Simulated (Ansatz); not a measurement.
# Run report: C₂H₅BrSi, single-point calculation

The run: single-point calculation of C₂H₅BrSi, SMILES C=C[SiH2]Br. Method and program: RKS PBE0-D4/def2-TZVPP (Ansatz 0.2.0).

The geometry comes from this level: PBE0-D4/def2-TZVP.

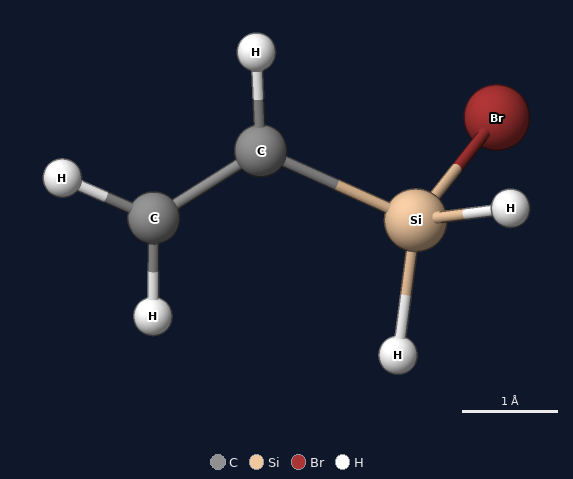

Fig. 1: The input geometry (ball-and-stick view, seen at a tilt). Bond lengths as drawn: Br–Si 2.23 Å, C–C 1.33 Å, C–H 1.09 Å, C–Si 1.85 Å and H–Si 1.48 Å.

## Results in brief

| quantity | value |
| --- | --- |
| outcome | converged |
| total energy | −80067.2353 eV |
| mean-field energy | −80067.0635 eV |
| dispersion energy | −0.1718 eV |
| SCF solution under orbital rotations | stable |
| HOMO | −8.19 eV |
| LUMO | −1.01 eV |
| hardware | 4 threads of Intel Xeon @ 2.60GHz, 23 GiB of memory available, shared host |
| wall time | 2.2 s (CPU time 7.8 s) |
| peak memory | 0.58 GiB |

## Input
```yaml
crystal:
  periodic: [false, false, false]
  atoms:
    - {symbol: C, position_ang: [-0.405817, 1.503790, -0.203175]}
    - {symbol: C, position_ang: [0.453632, 0.497430, -0.339723]}
    - {symbol: Si, position_ang: [0.141654, -1.157486, 0.421355]}
    - {symbol: Br, position_ang: [-0.025684, -2.710934, -1.167920]}
    - {symbol: H, position_ang: [-1.333417, 1.391871, 0.351446]}
    - {symbol: H, position_ang: [-0.224590, 2.482347, -0.638776]}
    - {symbol: H, position_ang: [1.365232, 0.657144, -0.911959]}
    - {symbol: H, position_ang: [1.254962, -1.586098, 1.301404]}
    - {symbol: H, position_ang: [-1.137373, -1.124465, 1.170146]}
basis:
  gaussian: {orbitals: def2-TZVPP}
hamiltonian: {xc: pbe0, dispersion: d4}
output: {orbitals: {seedname: orbitals}}
```

Launched with:
```bash
ansatz run in.yaml --threads 4 --pin off --events-out ev --progress --plain --max-ram 10444MiB
```

## What the program printed
```
Functional definition: PBE0
  name "PBE0"
  cite "Adamo & Barone, J. Chem. Phys. 110, 6158 (1999) doi:10.1063/1.478522"
  cite "Perdew, Burke & Ernzerhof, Phys. Rev. Lett. 77, 3865 (1996) doi:10.1103/PhysRevLett.77.3865"
  parent pbe
  parameter a = 0.25
  parameter kappa = 0.804
  parameter beta = 0.06672455060314922
  exchange = (1 - a)*pbe_x(kappa = kappa, mu = beta*pi^2/3) + a*exact_x
  correlation = pbe_c(beta = beta)
1359 factors; their error is unknown
mean field evaluation 1: about -80061.2068 eV, gradient 4.7e1 eV
mean field evaluation 2: about -80058.3687 eV, gradient 5.5e1 eV
mean field evaluation 4: about -80066.6090 eV, gradient 1.9e0 eV
mean field evaluation 8: about -80066.6150 eV, gradient 2.4e-2 eV
mean field evaluation 16: about -80067.0635 eV, gradient 4.5e-5 eV
mean field -80067.06349654 eV, -2942.4103120930 hartree, gradient 4.5e-5 eV, S^2 0.000000; 0 other end points of the search recorded, 0 dependent functions left out
reference -80067.06352742 eV, -2942.4103132279 hartree; 33, 33 occupied and 189, 189 virtual orbitals, 1359 factors
Total energy: -80067.23528878 eV, -2942.4166253415 hartree
```

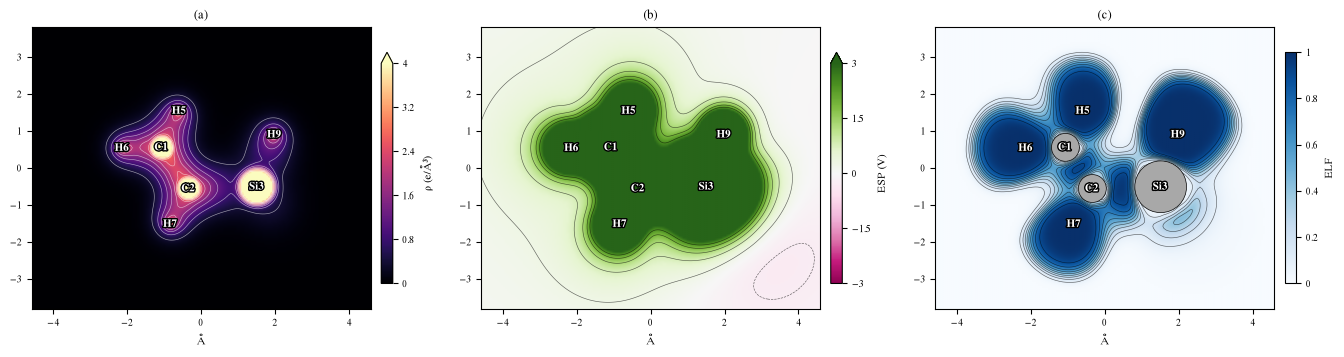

Fig. 2: (a) total electron density; (b) electrostatic potential; (c) ELF on the plane of atoms C1, C2 and H7. Grey discs, where drawn, cover atomic cores. Atoms in the plane: C, Si and H. C–C (1.33 Å): ρ at the midpoint is about 2.4 e/Å³; the ELF peaks at about 0.90 between the atoms; a double or triple bond. C–Si (1.85 Å): ρ is about 1 e/Å³ halfway; the ELF peaks at about 0.95 between the atoms, which marks localised, shared-pair bonding. Si–H (1.48 Å): ρ at the midpoint is about 0.82 e/Å³; the ELF climbs to about 1 towards the hydrogen.

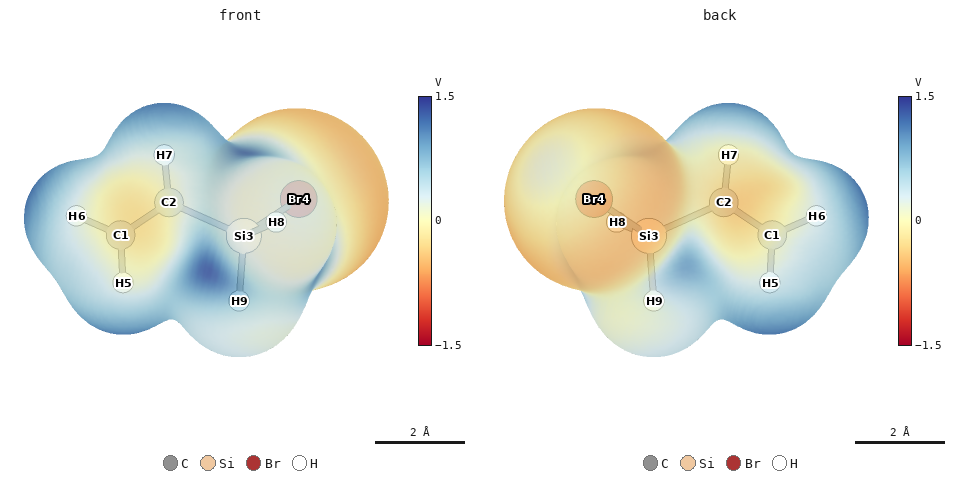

Fig. 3: The electrostatic potential painted on the density surface at 0.002 e/bohr³, seen face on and from behind; the colour scale runs from red (negative) to blue (positive). A positive charge is drawn to the negative regions and a negative charge to the positive ones.

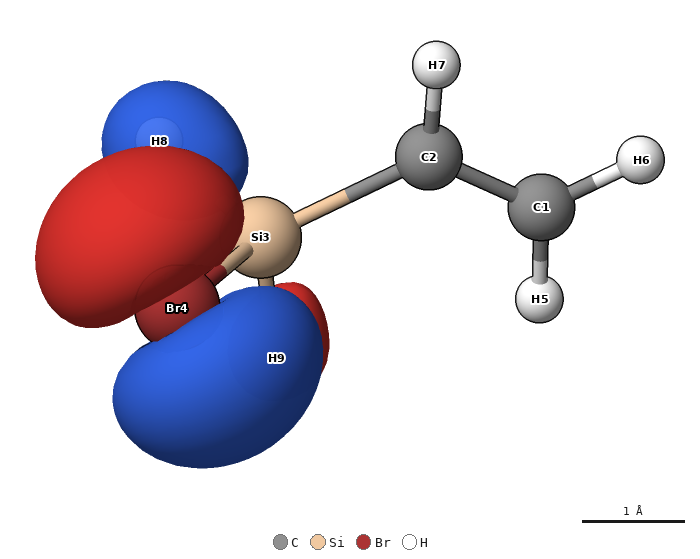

Fig. 4: The HOMO−1 at ±0.15 Å⁻³ᐟ² (blue and red are the two phases), seen at an oblique angle. Its energy is −8.26 eV.

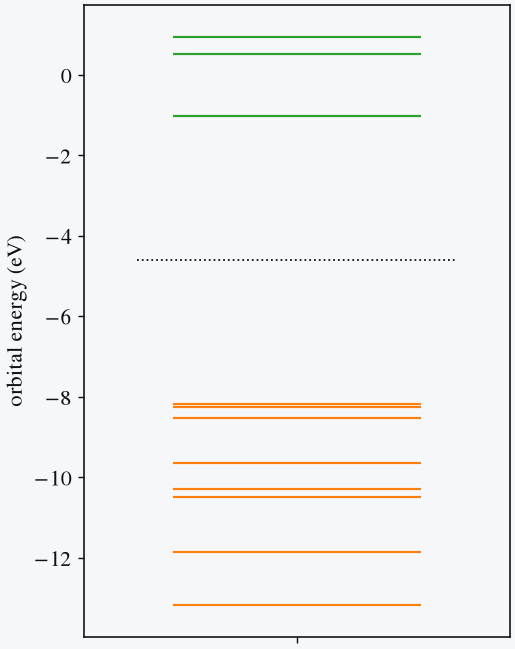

Fig. 5: Orbital energies near the frontier; the dotted line parts filled from empty levels, and levels within 0.02 eV of each other stand side by side. Highest filled −8.19 eV, lowest empty −1.01 eV, 7.18 eV apart.
